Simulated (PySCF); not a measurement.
C2H7Al, SMILES `C[AlH]C`.

Computed with PySCF, B3LYP/def2-TZVP, geometry: GFN2-xTB. No frequency check shows the geometry to be a minimum.

Cartesian coordinates (Å):

```
C1      -1.7927    0.3939    0.0001
Al2     -0.0000   -0.4695   -0.0003
C3       1.7929    0.3938    0.0002
H4      -2.5881   -0.3620    0.0001
H5      -1.9683    1.0309    0.8750
H6      -1.9681    1.0317   -0.8744
H7      -0.0015   -2.0232    0.0013
H8       2.5882   -0.3622   -0.0002
H9       1.9685    1.0312   -0.8744
H10      1.9687    1.0304    0.8751
```

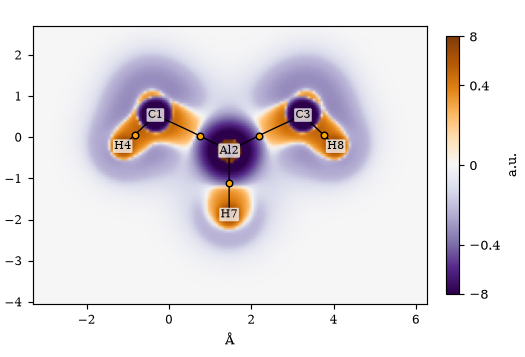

Negative Laplacian of the density (−∇²ρ) in the plane of C1, Al2, C3, H4, H7 and H8 (orange positive, purple negative, colour scale in a.u., logarithmic beyond ±0.04), with bond paths and bond critical points (dots).

Sort the bonds in the plane by the sign of ∇²ρ at their critical points.

Concentrated (∇²ρ < 0): C1–H4 and C3–H8 (−0.87 a.u.). Depleted (∇²ρ > 0): Al2–H7 (+0.23 a.u., H = −0.029); C1–Al2 and Al2–C3 (+0.22 a.u., H = −0.025).

Where along C1–H4 does the critical point lie?

0.70 Å from C1 and 0.40 Å from H4.
